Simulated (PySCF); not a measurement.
# BLYP/cc-pVTZ run of GaCl (SMILES [Cl][Ga])

Aim: the vertical singlet–triplet gap of GaCl at BLYP/cc-pVTZ, from 2 runs. The job is set up through a Python script.

Program for the calculation: PySCF 2.14.0.

3 further runs of the same task are left out: 3 set aside as unsound or not needed.

## 1. The structure to begin with

GaCl has 2 atoms, charge 0, and is taken as a singlet. SMILES: `[Cl][Ga]`. Geometry: a GFN2-xTB relaxation, a rough one for these elements and not checked as a minimum.

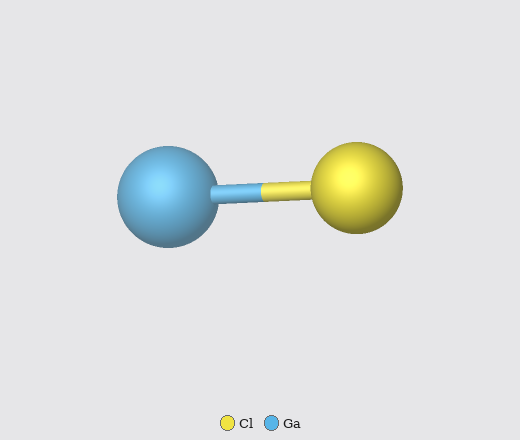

The structure, seen from a chosen angle (chlorine yellow, gallium blue).

## 2. The energy at BLYP/cc-pVTZ

input.xyz reads:

```xyz
2

Cl     0.000000     0.000000     0.000000
Ga     0.000000     0.000000     2.168600
```

calc.py reads:

```python
# ClGa
from pyscf import gto, dft

molecule = gto.M(
    atom='input.xyz',
    spin=0,
    max_memory=1860,
    verbose=3,
    basis='cc-pvtz',
)

ks = dft.RKS(molecule)
ks.xc = 'blyp'
ks.grids.level = 5
ks.conv_tol = 1e-10
ks.kernel()
if not ks.converged:
    ks = ks.newton().run(ks.mo_coeff, ks.mo_occ)

etot = ks.e_tot
print(f'total energy: {etot:.8f} hartree')
```

Run with:

```sh
$ OMP_NUM_THREADS=1 python calc.py
```

The program printed:

```text
converged SCF energy = -2385.25135099129
total energy: -2385.25135099 hartree
```

Wall time 6 s (1 thread of Arm Neoverse V2, shared host); peak memory 0.36 GiB.

## 3. The triplet at the same level

job.py reads:

```python
from pyscf import gto, dft

mol = gto.M(
    atom='''
Cl     0.000000     0.000000     0.000000
Ga     0.000000     0.000000     4.098060
''',
    spin=2,
    verbose=4,
    basis='cc-pvtz',
    max_memory=1860,
    unit='bohr',
)

mf = dft.UKS(mol, xc='blyp')
mf.grids.level = 5
mf.conv_tol = 1e-10
mf.kernel()
if not mf.converged:
    mf = mf.newton().run(mf.mo_coeff, mf.mo_occ)

e_final = mf.e_tot
print('Final energy', e_final)
```

Run with:

```sh
$ OMP_NUM_THREADS=1 python job.py
```

The program printed:

```text
PySCF version 2.14.0

[INPUT] num. atoms = 2
[INPUT] num. electrons = 48
[INPUT] charge = 0
[INPUT] spin (= nelec alpha-beta = 2S) = 2
[INPUT] symmetry False subgroup None
[INPUT] Mole.unit = bohr
[INPUT] Symbol           X                Y                Z      unit          X                Y                Z       unit  Magmom
[INPUT]  1 Cl     0.000000000000   0.000000000000   0.000000000000 AA    0.000000000000   0.000000000000   0.000000000000 Bohr   0.0
[INPUT]  2 Ga     0.000000000000   0.000000000000   2.168599960983 AA    0.000000000000   0.000000000000   4.098060000000 Bohr   0.0

nuclear repulsion = 128.597433907751
number of shells = 19
number of NR pGTOs = 170
number of NR cGTOs = 77
basis = cc-pvtz
ecp = {}

[... 38 lines left out ...]
[... the frontier-level lines of each cycle are left out ...]
[... 11 lines left out ...]
[... 11 lines left out ...]
[... 11 lines left out ...]
[... 11 lines left out ...]
[... 5 lines left out ...]

cycle= 10 E= -2385.11428924623  delta_E= -9.43e-10  |g|= 1.13e-05  |ddm|= 8.19e-05


cycle= 11 E= -2385.11428924633  delta_E= -1.06e-10  |g|= 3.13e-06  |ddm|= 1.95e-05


cycle= 12 E= -2385.11428924633  delta_E= 1.36e-12  |g|= 6.27e-07  |ddm|= 7.18e-06


Extra cycle  E= -2385.11428924633  delta_E= -2.27e-12  |g|= 1.13e-06  |ddm|= 4.66e-06
converged SCF energy = -2385.11428924633  <S^2> = 2.001731  2S+1 = 3.0011538
Final energy -2385.1142892463336
```

Run time: 11 s. Hardware: 1 thread of Arm Neoverse V2, shared host; peak memory 0.37 GiB.

## 4. What came out

Level: BLYP/cc-pVTZ.

| quantity | value |
| --- | --- |
| singlet: total energy | -2385.25135 Eh |
| singlet: dipole moment | 1.93 D |
| singlet: HOMO energy | -6.34 eV |
| singlet: LUMO energy | -2.26 eV |
| singlet: HOMO–LUMO gap | 4.07 eV |
| triplet: total energy | -2385.11429 Eh |
| triplet: dipole moment | 1.17 D |
| triplet: HOMO energy (highest over α and β) | -2.96 eV |
| triplet: ⟨S²⟩ | 2.002 |
| vertical energy of the triplet above the singlet | 3.730 eV |

**Reading.** At this shape the triplet lies 3.73 eV (360 kJ/mol) above the singlet.
